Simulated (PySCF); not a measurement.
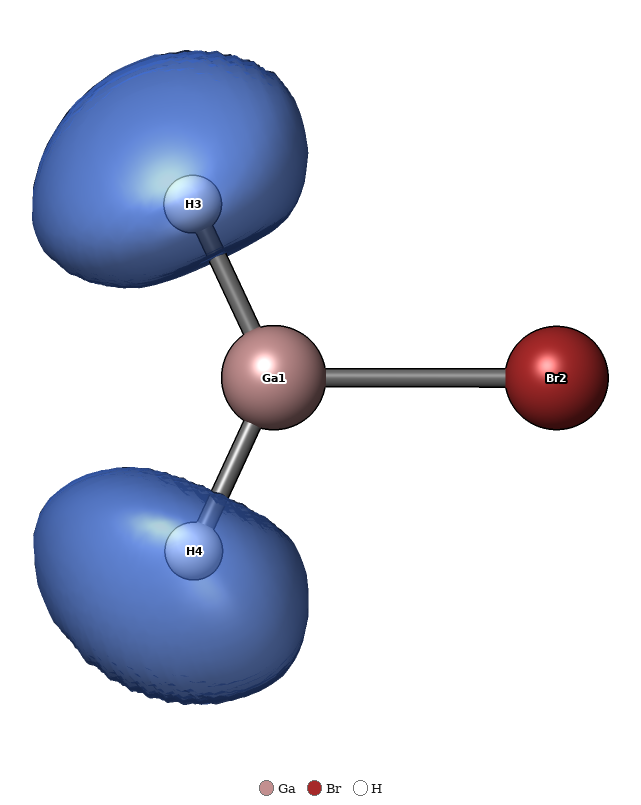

Figure 1: BrGaH₂. Isosurface of the electron localisation function at 0.9 (blue), seen across its widest extent. Only the valence region is drawn (cores and ρ < 0.01 e/Å³ removed).

Geometry: PBE0-D3(BJ)/ma-def2-SVP.

Method: DFT single point, gas phase, functional wB97X in PySCF.

```xyz
4

Ga   -0.2220    0.0687    0.1063
Br    1.8899   -0.5548   -0.5621
H    -0.2862    1.3866    0.9340
H    -1.3609   -0.8909   -0.3479
```

### Describe the localisation domains.

The ELF exceeds this value in two regions around hydrogen nuclei. Profiles from the grid: Ga–Br (2.30 Å): the ELF peaks at about 0.80 in the valence shell of Br, 1.0 Å from its nucleus, and is about 0.70 at the midpoint. Ga–H (1.56 Å): the ELF climbs to about 1 towards the hydrogen.
